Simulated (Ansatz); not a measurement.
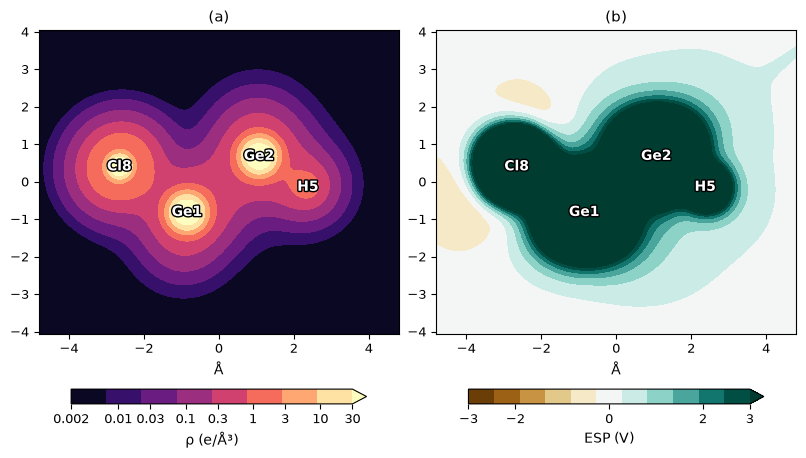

The picture shows: ClFGe$_{2}$H$_{4}$. (a) total electron density; (b) molecular electrostatic potential on the plane of atoms Ge2, Ge1 and Cl8.

Theory: RKS PBE-D4/def2-SVP in Ansatz 0.2.0.

```yaml
atoms:
  - { symbol: Ge, position_ang: [0.0723, -0.0091, 0.0169] }
  - { symbol: Ge, position_ang: [-0.0034, 0.0031, 2.4519] }
  - { symbol: H, position_ang: [-1.4758, -0.1970, 2.8800] }
  - { symbol: H, position_ang: [0.8698, -1.1649, 2.9736] }
  - { symbol: H, position_ang: [0.5380, 1.3514, 2.9887] }
  - { symbol: H, position_ang: [1.4190, 0.1782, -0.7343] }
  - { symbol: F, position_ang: [-0.9846, 1.2759, -0.5659] }
  - { symbol: Cl, position_ang: [-0.8103, -1.8783, -0.6737] }
```

**Read the bonding off the picture.**

- The plane passes through Ge, H and Cl nuclei.
- Ge–Cl (2.18 Å): the density is about 0.69 e/Å³ at the midpoint.
- Ge–Ge (2.44 Å): ρ at the midpoint is about 0.56 e/Å³.
- Ge–H (1.55 Å): ρ is about 1 e/Å³ halfway.
- Outside the dense part of the molecule the potential is most negative (−0.6 V) near Cl8.
